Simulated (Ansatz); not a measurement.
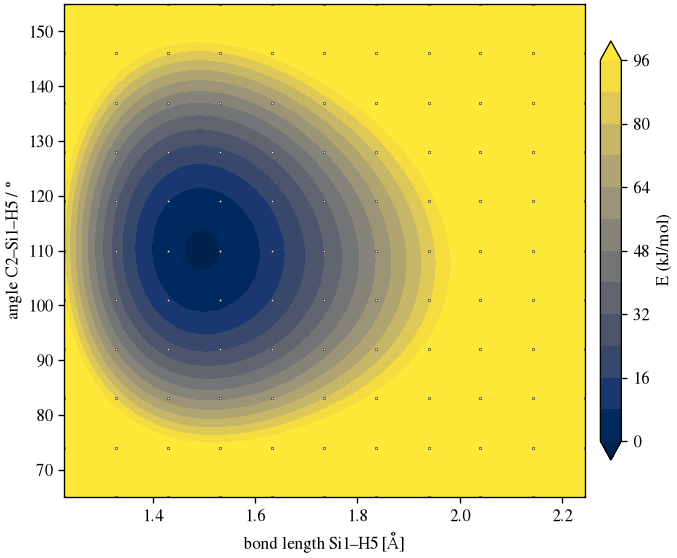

CH₇SbSi, SMILES [SiH3][CH2][SbH2]. 
- First axis: bond length Si1–H5. Second axis: angle C2–Si1–H5.
- Nothing is relaxed (all other coordinates rigid).
- The scan uses an 11 × 11 grid.
- Energies are in kJ/mol, from the lowest grid point.
- The reference is spin-restricted, which grows unreliable where a bond is stretched far.
- Theory: RKS PBE-D4/def2-TZVP (Ansatz).

Drawn: filled contours, dots at the grid points, one colour for all values above the top of the scale. Between grid points the surface is interpolated.

### Estimate the position of the minimum and the force constants in these coordinates.

The interpolated minimum is at bond length Si1–H5 ≈ 1.496 Å, angle C2–Si1–H5 ≈ 110°. The curvatures there are about 17 eV/Å² and 4.7 eV/rad², with a cross term of about 0.4 eV/(Å·rad). Round the minimum the two coordinates are nearly uncoupled. (1 eV is 96.5 kJ/mol.)
